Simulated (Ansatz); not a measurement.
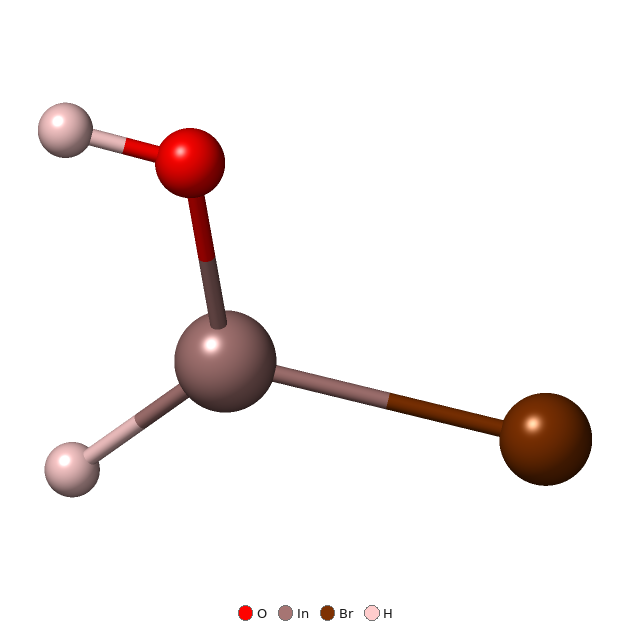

Computed geometry: PBE-D4/def2-SVP optimisation. No frequency run is at hand to confirm it as a minimum.

Give the structural formula.

SMILES: [OH][InH][Br]

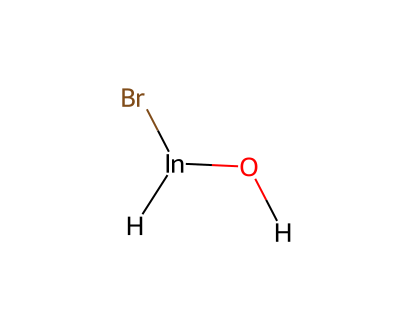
